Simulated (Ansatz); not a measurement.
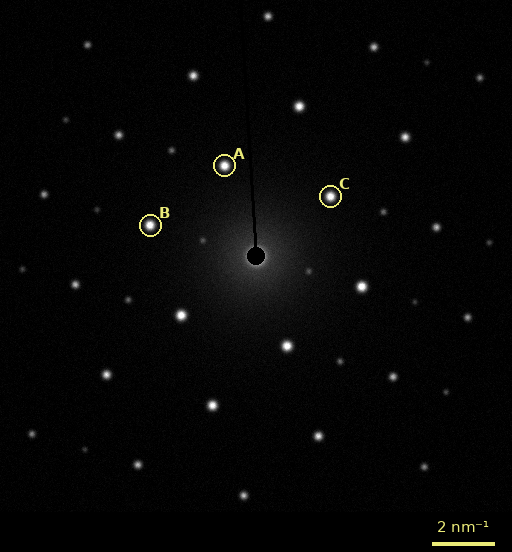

Kinematic zone-axis pattern, calculated for 200 keV electrons with B = 0.8 Å². The zone axis points towards the electron source and the pattern is seen from the source side.

The sample is Na2PbI, space group Pmmn (No. 59), a = 3.976 Å, b = 6.848 Å, c = 9.799 Å. Structure: the end point of a relaxation with DFT, PAW plane waves, pbe in Ansatz; the starting structure was generated, so it need not be a known form of this composition.

Spot A is indexed -1 -1 1 and spot B 0 -2 2.

Index the other marked spot.

C = A − B = -1 1 -1 (d = 3.245 Å).

Find the zone axis.

The cross product of A and B is parallel to [011]; every spot obeys hu + kv + lw = 0.

What are the spacings of A and B and the angle between them?

d(A) = 3.245 Å, d(B) = 2.807 Å, and the angle is 54.7°.
